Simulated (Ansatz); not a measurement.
**Si2H6SO (SMILES O[SiH2]S[SiH3]): PBE0-D3(BJ)-ATM/6-311+G(d,p) (Cartesian d past Ne)**

Aim: the energy change on altering one bond length of Si2H6SO at PBE0-D3(BJ)-ATM/6-311+G** (Cartesian d past Ne), from 2 runs. 

The results are computed with Ansatz 0.2.0.

2 further runs of the same task are left out: 2 for a known fault of the program.

### 1 The system as given

The species is Si2H6SO (10 atoms), meant as a singlet with charge 0. SMILES: `O[SiH2]S[SiH3]`. Geometry: relaxed at PBE0-D4/def2-TZVP. This is one conformer, not always the lowest.

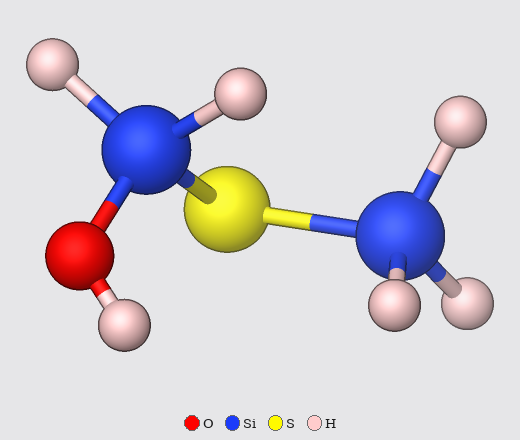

Viewed from a chosen angle; oxygen red, silicon blue, sulfur yellow, hydrogen pink.

### 2 Energy and gradient at PBE0-D3(BJ)-ATM/6-311+G(d,p) (Cartesian d past Ne)

in.yaml reads:

```yaml
crystal:
  periodic: [false, false, false]
  atoms:
    - {symbol: O, position_ang: [-0.787700, 1.827400, -1.310100]}
    - {symbol: Si, position_ang: [0.445400, 0.756200, -1.169600]}
    - {symbol: S, position_ang: [-0.218600, -1.256500, -0.892000]}
    - {symbol: Si, position_ang: [-0.107300, -1.272600, 1.241500]}
    - {symbol: H, position_ang: [-1.452700, 1.841800, -0.619900]}
    - {symbol: H, position_ang: [1.321800, 1.091100, -0.014900]}
    - {symbol: H, position_ang: [1.177300, 0.825700, -2.450000]}
    - {symbol: H, position_ang: [-0.775700, -0.070900, 1.809400]}
    - {symbol: H, position_ang: [1.298800, -1.301200, 1.713800]}
    - {symbol: H, position_ang: [-0.818200, -2.492300, 1.694800]}
basis:
  gaussian:
    orbitals: 6-311+G_st__st_.json
    final_grid: {core_spheres: 5, valence_spheres: 4, degree: 11}
hamiltonian: {xc: pbe0, dispersion: d3bjatm}
output: {forces: true, orbitals: {seedname: orbitals}}
```

The basis set 6-311+G** is read from a file made from the Basis Set Exchange's data (not shown).

Run with:

```sh
$ ansatz run in.yaml --threads 1 --pin off --max-ram 2610MiB --events-out events.jsonl --progress --plain --runs-dir runs
```

Standard output, shortened:

```text
Warning: RAYON_NUM_THREADS=1 ignored (pool sized by the plan → 1); use --threads N
Functional definition: PBE0
  name "PBE0"
[...]
1235 factors; their error is unknown
[...]
mean field -28726.25612662 eV, -1055.6704412975 hartree, gradient 7.3e-5 eV, S^2 0.000000; 0 other end points of the search recorded, 0 dependent functions left out
[...]
reference -28726.25619695 eV, -1055.6704438819 hartree; 29, 29 occupied and 122, 122 virtual orbitals, 1235 factors
Total energy: -28726.49106864 eV, -1055.6790752576 hartree
Atom 0 at    -0.787700     1.827400    -1.310100 Å, force    -0.307792     0.264155     0.099216 eV/Å
Atom 1 at     0.445400     0.756200    -1.169600 Å, force     0.373360    -0.202439    -0.221995 eV/Å
Atom 2 at    -0.218600    -1.256500    -0.892000 Å, force     0.006644    -0.085859    -0.135586 eV/Å
Atom 3 at    -0.107300    -1.272600     1.241500 Å, force    -0.063610    -0.124475     0.270771 eV/Å
Atom 4 at    -1.452700     1.841800    -0.619900 Å, force    -0.068875     0.077736    -0.033339 eV/Å
Atom 5 at     1.321800     1.091100    -0.014900 Å, force     0.013180     0.048848     0.024255 eV/Å
Atom 6 at     1.177300     0.825700    -2.450000 Å, force     0.025632     0.004615    -0.016623 eV/Å
Atom 7 at    -0.775700    -0.070900     1.809400 Å, force    -0.011599     0.040791     0.006659 eV/Å
Atom 8 at     1.298800    -1.301200     1.713800 Å, force     0.055662     0.003521     0.011139 eV/Å
Atom 9 at    -0.818200    -2.492300     1.694800 Å, force    -0.022601    -0.026893    -0.004498 eV/Å
Dipole moment:    -0.014013     0.057307     0.419176 e Å
```

Wall time 11 s (1 thread of Intel Xeon at 2.50GHz (Skylake/Cascade Lake), shared host); peak memory 0.36 GiB.

### 3 The distorted shape

in.yaml, as its differences from that of step 2:

```diff
@@ -3,3 +3,3 @@
   atoms:
-    - {symbol: O, position_ang: [-0.787700, 1.827400, -1.310100]}
+    - {symbol: O, position_ang: [-2.637360, 3.434209, -1.520851]}
     - {symbol: Si, position_ang: [0.445400, 0.756200, -1.169600]}
@@ -7,3 +7,3 @@
     - {symbol: Si, position_ang: [-0.107300, -1.272600, 1.241500]}
-    - {symbol: H, position_ang: [-1.452700, 1.841800, -0.619900]}
+    - {symbol: H, position_ang: [-3.302360, 3.448609, -0.830651]}
     - {symbol: H, position_ang: [1.321800, 1.091100, -0.014900]}
```

The basis set 6-311+G** is read from a file made from the Basis Set Exchange's data (not shown).

Run with:

```sh
$ ansatz run in.yaml --threads 1 --pin off --max-ram 2610MiB --events-out events.jsonl --progress --plain --runs-dir runs
```

Standard output, shortened:

```text
Warning: RAYON_NUM_THREADS=1 ignored (pool sized by the plan → 1); use --threads N
[... 2 set-up lines as earlier in the session ...]
[...]
1235 factors; their error is unknown
[...]
mean field -28720.06375529 eV, -1055.4428758485 hartree, gradient 2.3e-5 eV, S^2 0.000000; 2 other end points of the search recorded, 0 dependent functions left out
[...]
reference -28720.06381975 eV, -1055.4428782174 hartree; 29, 29 occupied and 122, 122 virtual orbitals, 1235 factors
Total energy: -28720.27463774 eV, -1055.4506256355 hartree
Atom 0 at    -2.637360     3.434209    -1.520851 Å, force     0.758813    -0.357095    -0.298348 eV/Å
Atom 1 at     0.445400     0.756200    -1.169600 Å, force    -0.110974    -0.592187     0.171224 eV/Å
Atom 2 at    -0.218600    -1.256500    -0.892000 Å, force    -0.055355     0.573600    -0.626082 eV/Å
Atom 3 at    -0.107300    -1.272600     1.241500 Å, force    -0.119833    -0.057464     0.896897 eV/Å
Atom 4 at    -3.302360     3.448609    -0.830651 Å, force    -0.155655    -0.125945     0.330857 eV/Å
Atom 5 at     1.321800     1.091100    -0.014900 Å, force    -0.198202     0.319098     0.086140 eV/Å
Atom 6 at     1.177300     0.825700    -2.450000 Å, force    -0.195438     0.260293    -0.252785 eV/Å
Atom 7 at    -0.775700    -0.070900     1.809400 Å, force     0.007140     0.001997    -0.132126 eV/Å
Atom 8 at     1.298800    -1.301200     1.713800 Å, force     0.071961     0.010379    -0.120068 eV/Å
Atom 9 at    -0.818200    -2.492300     1.694800 Å, force    -0.002457    -0.032678    -0.055710 eV/Å
Dipole moment:     0.894695    -1.024250     0.656657 e Å
```

Wall time 19 s (1 thread of Intel Xeon at 2.50GHz (Skylake/Cascade Lake), shared host); peak memory 0.34 GiB.

### 4 What came out

At PBE0-D3(BJ)-ATM/6-311+G** (Cartesian d past Ne):

| quantity | value |
| --- | --- |
| first shape: total energy | -1055.67908 Eh |
| first shape: dipole moment | 2.03 D |
| first shape: HOMO energy | -7.71 eV |
| first shape: LUMO energy | -0.48 eV |
| first shape: HOMO–LUMO gap | 7.23 eV |
| first shape: dispersion energy | -22.66 kJ/mol |
| first shape: largest force on an atom | 0.479 eV/Å |
| distorted shape: total energy | -1055.45063 Eh |
| distorted shape: dipole moment | 7.25 D |
| distorted shape: HOMO energy | -6.30 eV |
| distorted shape: LUMO energy | -4.90 eV |
| distorted shape: HOMO–LUMO gap | 1.40 eV |
| distorted shape: dispersion energy | -20.34 kJ/mol |
| distorted shape: largest force on an atom | 0.907 eV/Å |
| energy change with the O1–Si2 bond stretched from 1.639 to 4.099 Å | 6.216 eV |

One bond (distorted shape) is far stretched, which a spin-restricted single reference describes badly; a broken-symmetry solution may lie lower. With the O1–Si2 bond stretched from 1.639 to 4.099 Å the energy rises by 6.22 eV (600 kJ/mol). The first shape isn't relaxed at this level, so the change isn't measured from a minimum. A restricted reference can't describe the breaking bond well at this length. The largest force (first shape) is 0.48 eV/Å: the shape isn't a stationary point for this species at this level.
